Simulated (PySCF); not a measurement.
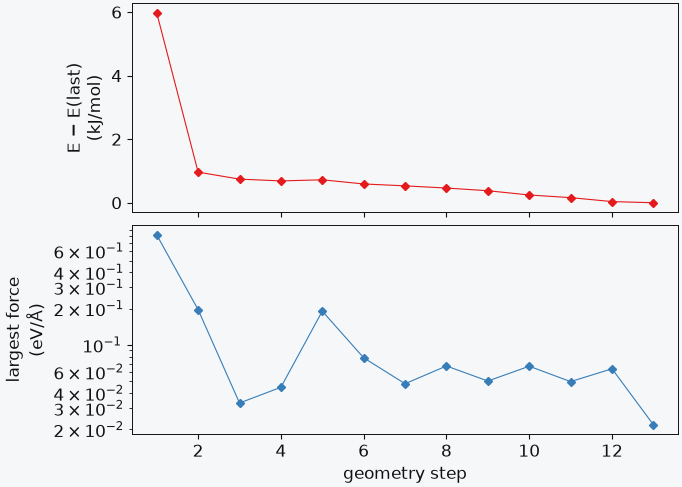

History of a geometry optimisation.

System: C6H13NO (SMILES CO/C=C(/C)[C@@H](C)N).
Method: PBE0-D3(BJ)/def2-SVP, geometry optimisation (PySCF 2.14.0, density fitting).

> How did the optimisation end?

The optimisation met its thresholds at geometry 13, counting the start as the first. The energy fell by about 6 kJ/mol from the first step to the last. The largest force goes from about 0.82 eV/Å at the start to 0.022 eV/Å at the end.
